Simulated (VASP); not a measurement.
Energy against volume of CdS (zinc blende). Method: AM05 GGA, VASP's PBE PAW potentials (set 64) (plane waves; VASP).

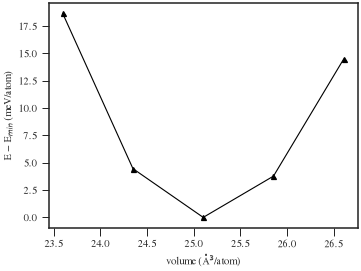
Energy against volume

Problem. Estimate the equilibrium volume and the bulk modulus.

Solution. The minimum lies near 25.1 Å³/atom, and the curvature gives B0 of about 58 GPa.

Measured: a 5.832 Å (computed value off by +0.4 %), as given by arXiv:1206.3780. The calculation is for a static lattice, while the measured a holds thermal and zero-point effects, which are part of the difference.

The compound is CdS in the zinc blende structure, a metastable form; wurtzite is the usual one. It was relaxed first.
